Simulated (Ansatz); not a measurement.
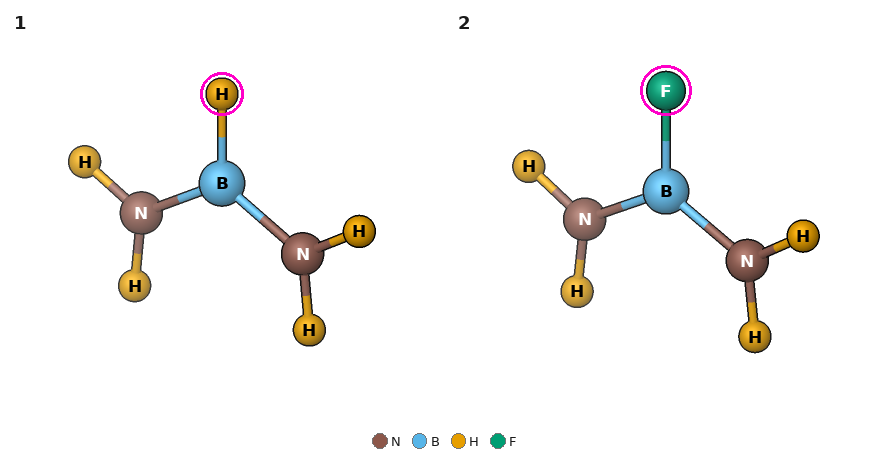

2 molecules with one skeleton, seen from the same side and at one scale; the atom that differs is circled. Each species is neutral and a spin singlet. Computed geometries: PBE0-D4/def2-TZVP optimisations, one conformation each. Properties computed with Ansatz 0.2.0.

One atom differs, called X below: H in panel 1, F in panel 2. Their formulas are BH5N2 (`NBN`), BFH4N2 (`NB(N)F`).

> In which is the HOMO energy (Kohn–Sham orbital) higher (PBE0-D4/def2-SVP)?

In panel 1 (X = H).

> In which is the vertical ionisation energy higher (ωB97M-V/def2-TZVPP)?

In panel 2 (X = F).

Give the values. With PBE0-D4/def2-TZVP: length of X–B (Å), mean angle N–B–X (°), harmonic zero-point energy (kJ/mol). With PBE0-D4/def2-SVP: HOMO energy (Kohn–Sham orbital) (eV), HOMO–LUMO gap (eV). With ωB97M-V/def2-TZVPP: dipole moment (D), vertical ionisation energy (eV).

```
                            quantity  1 (H)  2 (F)   2 − 1
                   length of X–B (Å)  1.200  1.350  +0.150
                mean angle N–B–X (°)  118.5  117.6    −0.9
HOMO energy (Kohn–Sham orbital) (eV)  −6.58  −6.83   −0.25
                  HOMO–LUMO gap (eV)   8.63   8.58   −0.05
                   dipole moment (D)   1.38   2.30   +0.92
     vertical ionisation energy (eV)   9.42   9.74   +0.32
 harmonic zero-point energy (kJ/mol)  175.1  158.6   −16.5
```
